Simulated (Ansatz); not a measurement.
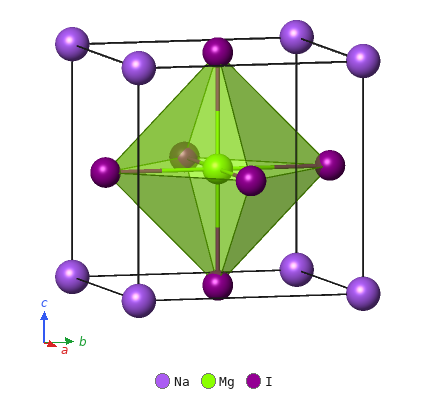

Crystal structure, polyhedral style, seen slightly off an axis. The conventional unit cell is outlined; an atom on or near a face, edge or corner is repeated at each equivalent position.

NaMgI$_{3}$, cubic perovskite, space group Pm-3m (No. 221), a = 5.759 Å, b = 5.759 Å, c = 5.759 Å, α = 90.00°, β = 90.00°, γ = 90.00°. Provenance: a structure type filled with these elements by a generator (whether the compound takes this form wasn't checked). The cell was then strained or its atoms displaced on purpose. It was the input of a calculation with Ansatz.

This one geometry was computed with Ansatz (DFT, plane waves, PAW) at three levels of theory: r2SCAN, HSE06 and PBE. It was relaxed with r2SCAN and then strained.

> How does the band gap change with the level of theory?

PBE: a gap of 1.22 eV, indirect; r2SCAN: a gap of 1.83 eV, indirect; HSE06: a gap of 2.10 eV, indirect.

> Collect the results in a table.

| level | cutoff (eV) | k-mesh of the run's cell | gap (eV) | pressure (GPa) |
| --- | --- | --- | --- | --- |
| r2SCAN | 500 | 4×4×4 | 1.83 | 0.3 |
| HSE06 | 420 | 4×4×4 | 2.10 | 0.2 |
| PBE | 420 | 4×4×4 | 1.22 | 0.6 |

Gaps are taken on the k-mesh or band path of each run.
